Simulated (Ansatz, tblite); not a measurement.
**Ga(CO)H3 (CH₃GaO): charged states by level of theory**

Aim: the energy of removing an electron for Ga(CO)H3 (CH₃GaO), by energy differences, and how well orbital energies stand in for it.

Program: Ansatz 0.2.0, Gaussian basis. Level of theory: as each input shows. These are calculated values, not measurements.

The runs, in order: charge +1 doublet, at the geometry of the singlet (PBE0-D4/def2-TZVP, PBE-D4/def2-TZVP, r2SCAN-D4/def2-TZVP, CCSD(T)/def2-TZVPP); the starting singlet's energies come from earlier runs.

### 1 The relaxed structure

The geometry is that of the singlet, from an earlier relaxation (PBE0-D4/def2-TZVP).

6 atoms, charge 0, spin multiplicity 1.

Atoms are counted from 1 here; the program's logs count them from 0.

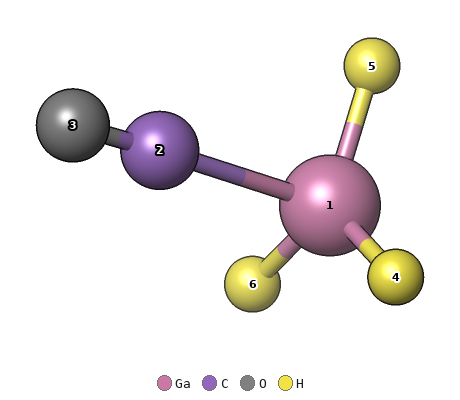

The structure; gallium pink, carbon purple, oxygen grey, hydrogen yellow; atoms are numbered from 1 in the order of the file.

### 2 Charge +1 doublet at the fixed geometry, PBE0-D4/def2-TZVP

Contents of in.yaml:

```yaml
crystal:
  periodic: [false, false, false]
  atoms:
    - {symbol: Ga, position_ang: [-0.012696, 0.004169, -0.858627]}
    - {symbol: C, position_ang: [0.014500, 0.010286, 1.357743]}
    - {symbol: O, position_ang: [0.037984, -0.015867, 2.476619]}
    - {symbol: H, position_ang: [1.553983, 0.005402, -1.003994]}
    - {symbol: H, position_ang: [-0.802453, 1.355491, -1.008590]}
    - {symbol: H, position_ang: [-0.791328, -1.359479, -0.963151]}
basis:
  gaussian: {orbitals: def2-TZVP}
total_charge: 1
magnetization: {spin_polarized: true, initial_magnetization: 1}
hamiltonian: {xc: pbe0, dispersion: d4}
output: {orbitals: {seedname: orbitals}}
```

On the command line:

```
> ansatz run in.yaml --threads 4 --pin off --events-out ev --progress --plain --max-ram 3916MiB
```

Output:

```text
Functional definition: PBE0
  name "PBE0"
  cite "Adamo & Barone, J. Chem. Phys. 110, 6158 (1999) doi:10.1063/1.478522"
  cite "Perdew, Burke & Ernzerhof, Phys. Rev. Lett. 77, 3865 (1996) doi:10.1103/PhysRevLett.77.3865"
  parent pbe
  parameter a = 0.25
  parameter kappa = 0.804
  parameter beta = 0.06672455060314922
  exchange = (1 - a)*pbe_x(kappa = kappa, mu = beta*pi^2/3) + a*exact_x
  correlation = pbe_c(beta = beta)
876 factors; their error is unknown
mean field evaluation 1: about -55479.0228 eV, gradient 5.4e1 eV
mean field evaluation 2: about -55419.6799 eV, gradient 1.2e2 eV
mean field evaluation 4: about -55489.2818 eV, gradient 1.0e1 eV
mean field evaluation 8: about -55489.6825 eV, gradient 1.7e-1 eV
mean field evaluation 16: about -55489.8830 eV, gradient 3.2e-2 eV
mean field evaluation 32: about -55489.6240 eV, gradient 4.6e0 eV
mean field -55489.88659745 eV, -2039.2157200604 hartree, gradient 3.2e-6 eV, S^2 0.762389; 4 other end points of the search recorded, 0 dependent functions left out
reference -55489.88662589 eV, -2039.2157211052 hartree; 24, 23 occupied and 104, 105 virtual orbitals, 876 factors
Total energy: -55489.94653129 eV, -2039.2179225881 hartree
```

Run time: 9 s. Hardware: 4 threads of Arm Neoverse V1, shared host.

From the report: HOMO -14.55 eV, LUMO -12.91 eV (over both spins); ⟨S²⟩ 0.762 (pure: 0.75); the next solution that the search met lies 0.003 eV higher.

### 3 Charge +1 doublet at the fixed geometry, PBE-D4/def2-TZVP

start.molden holds the orbitals of an earlier run on this state, given as this run's starting guess.

in.yaml: that of step 2 with these lines changed.

```diff
@@ -10,6 +10,7 @@
 basis:
-  gaussian: {orbitals: def2-TZVP}
+  gaussian: {orbitals: def2-TZVP, initial_orbitals: start.molden}
 total_charge: 1
 magnetization: {spin_polarized: true, initial_magnetization: 1}
-hamiltonian: {xc: pbe0, dispersion: d4}
+hamiltonian: {xc: pbe, dispersion: d4}
+scf: {omitted_lower_state_checks: [starts]}
 output: {orbitals: {seedname: orbitals}}
```

The command is unchanged.

Output:

```text
Functional definition: PBE
  name "PBE"
  cite "Perdew, Burke & Ernzerhof, Phys. Rev. Lett. 77, 3865 (1996) doi:10.1103/PhysRevLett.77.3865"
  parent pbe
  parameter kappa = 0.804
  parameter beta = 0.06672455060314922
  exchange = pbe_x(kappa = kappa, mu = beta*pi^2/3)
  correlation = pbe_c(beta = beta)
these checks for a lower state are left out or cut short: starts
831 factors; their error is unknown
mean field evaluation 1: about -55488.9193 eV, gradient 7.1e0 eV
mean field evaluation 2: about -55489.0324 eV, gradient 1.6e-1 eV
mean field evaluation 4: about -55489.0205 eV, gradient 3.8e-3 eV
mean field -55489.02049909 eV, -2039.1838915324 hartree, gradient 1.7e-5 eV, S^2 0.756657; 0 other end points of the search recorded, 0 dependent functions left out
reference -55489.02053726 eV, -2039.1838929355 hartree; 24, 23 occupied and 104, 105 virtual orbitals, 831 factors
Total energy: -55489.09168435 eV, -2039.1865075426 hartree
Checks for a lower state left out: starts
```

Wall time 1.6 s (4 threads of Arm Neoverse V1, shared host).

HOMO -13.55 eV, LUMO -13.73 eV (over both spins; with the spin held, an empty level of the minority spin lies below the top filled one); ⟨S²⟩ 0.757 (pure: 0.75).

### 4 Charge +1 doublet at the fixed geometry, r2SCAN-D4/def2-TZVP

in.yaml: that of step 3 with these lines changed.

```diff
@@ -13,3 +13,3 @@
 magnetization: {spin_polarized: true, initial_magnetization: 1}
-hamiltonian: {xc: pbe, dispersion: d4}
+hamiltonian: {xc: r2scan, dispersion: d4}
 scf: {omitted_lower_state_checks: [starts]}
```

The command is unchanged.

Output:

```text
Functional definition: r2SCAN
  name "r2SCAN"
  cite "Furness, Kaplan, Ning, Perdew & Sun, J. Phys. Chem. Lett. 11, 8208 (2020) doi:10.1021/acs.jpclett.0c02405"
  cite "Furness, Kaplan, Ning, Perdew & Sun, J. Phys. Chem. Lett. 11, 9248 (2020) doi:10.1021/acs.jpclett.0c03077"
  parent r2scan
  parameter k0 = 0.174
  parameter k1 = 0.065
  parameter a1 = 4.9479
  exchange = r2scan_x(k0 = k0, k1 = k1, a1 = a1)
  correlation = r2scan_c
these checks for a lower state are left out or cut short: starts
831 factors; their error is unknown
mean field evaluation 1: about -55498.5028 eV, gradient 4.3e0 eV
mean field evaluation 2: about -55498.5409 eV, gradient 6.6e-2 eV
mean field evaluation 4: about -55498.5284 eV, gradient 5.7e-4 eV
mean field evaluation 8: about -55498.5284 eV, gradient 2.5e-5 eV
mean field -55498.52842880 eV, -2039.5333015048 hartree, gradient 3.7e-6 eV, S^2 0.764189; 0 other end points of the search recorded, 0 dependent functions left out
reference -55498.52844253 eV, -2039.5333020093 hartree; 24, 23 occupied and 104, 105 virtual orbitals, 831 factors
Total energy: -55498.54456120 eV, -2039.5338943595 hartree
Checks for a lower state left out: starts
```

Run time: 6.5 s. Hardware: 4 threads of Arm Neoverse V1, shared host.

HOMO -13.78 eV, LUMO -13.60 eV (over both spins); ⟨S²⟩ 0.764 (pure: 0.75).

### 5 Charge +1 doublet at the fixed geometry, CCSD(T)/def2-TZVPP

in.yaml: that of step 4 with these lines changed.

```diff
@@ -10,7 +10,7 @@
 basis:
-  gaussian: {orbitals: def2-TZVP, initial_orbitals: start.molden}
+  gaussian: {orbitals: def2-TZVPP, initial_orbitals: start.molden}
 total_charge: 1
 magnetization: {spin_polarized: true, initial_magnetization: 1}
-hamiltonian: {xc: r2scan, dispersion: d4}
-scf: {omitted_lower_state_checks: [starts]}
+correlation: {method: ccsd_t}
+scf: {omitted_lower_state_checks: [starts, cluster_reference]}
 output: {orbitals: {seedname: orbitals}}
```

The command is unchanged.

Output (excerpt; [...] marks lines left out):

```text
Functional definition: HF
  name "HF"
  cite "Fock, Z. Phys. 61, 126 (1930) doi:10.1007/BF01340294"
  parent pbe
[...]
945 factors; integrals over basis functions are off by at most 1.0e-3 eV
[...]
mean field -55439.84683057 eV, -2037.3767925456 hartree, gradient 2.5e-6 eV, S^2 0.774312; 0 other end points of the search recorded, 0 dependent functions left out
11 core orbitals not correlated: weight in the atoms' cores, before any rotation towards them, 1.000 or more for the frozen orbitals, at most 0.000 for the correlated occupied ones
reference -55439.84683057 eV, -2037.3767925456 hartree; 13, 12 occupied and 128, 129 virtual orbitals, 945 factors
second order -15.98033933 eV of doubles, -0.00000000 eV of singles
cycle   1  -15.41068600 eV  change    5.7e-1 eV  update   1.3e-1
[...]
cycle  18  -16.28533190 eV  change   -5.0e-6 eV  update   2.8e-5
perturbative correction -0.74506135 eV, -0.0273804996 hartree
Total energy: -55456.87722382 eV, -2038.0026479540 hartree
Checks for a lower state left out: starts, cluster_reference
```

Run time: 66 s. Hardware: 4 threads of Arm Neoverse V1, shared host; peak memory 2.5 GiB.

Hartree-Fock HOMO -17.08 eV, LUMO -9.12 eV (over both spins); ⟨S²⟩ 0.774 (pure: 0.75); T1 0.025.

### 6 Vertical ionisation energy

Charged state less starting state, singlet to doublet; the starting state's energies are those of its earlier runs.

Differences are taken before rounding.

```
             method  vertical ionisation energy (eV)  from CCSD(T)/def2-TZVPP (eV)   time
      HF/def2-TZVPP                            10.19                         -0.66       
   PBE-D4/def2-TZVP                            10.48                         -0.36    3 s
r2SCAN-D4/def2-TZVP                            10.60                         -0.25  8.1 s
  PBE0-D4/def2-TZVP                            10.68                         -0.17   10 s
     MP2/def2-TZVPP                            10.82                         -0.03       
    CCSD/def2-TZVPP                            10.87                         +0.02       
 CCSD(T)/def2-TZVPP                            10.85                             0   80 s
```

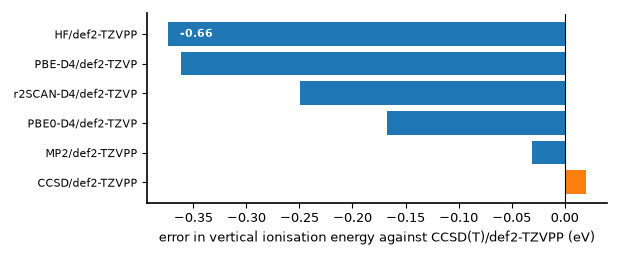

How far each level lands from CCSD(T)/def2-TZVPP. Bars with a number in them are cut short.

Times add the two runs; a level without a time comes out of a correlated run.

Beside −ε(HOMO) of the starting state:

```
              level  −ε(HOMO) (eV)  by difference (eV)  mismatch (eV)
   PBE-D4/def2-TZVP           7.14               10.48          -3.34
r2SCAN-D4/def2-TZVP           7.45               10.60          -3.14
  PBE0-D4/def2-TZVP           8.34               10.68          -2.34
```

### 7 Summary of results

| quantity | value |
| --- | --- |
| vertical ionisation energy, functionals in def2-TZVP | 10.48 (PBE-D4) to 10.68 eV (PBE0-D4) |
| vertical ionisation energy, CCSD(T)/def2-TZVPP | 10.85 eV |

**Reading.** The vertical ionisation energy spans 10.48 to 10.68 eV over the functionals, beside 10.85 eV from CCSD(T)/def2-TZVPP. −ε(HOMO) misses the level's own difference by -2.34 eV at best (PBE0-D4) and -3.34 eV at worst (PBE-D4). CCSD(T)/def2-TZVPP isn't at the basis-set limit; small misses against it rank nothing.
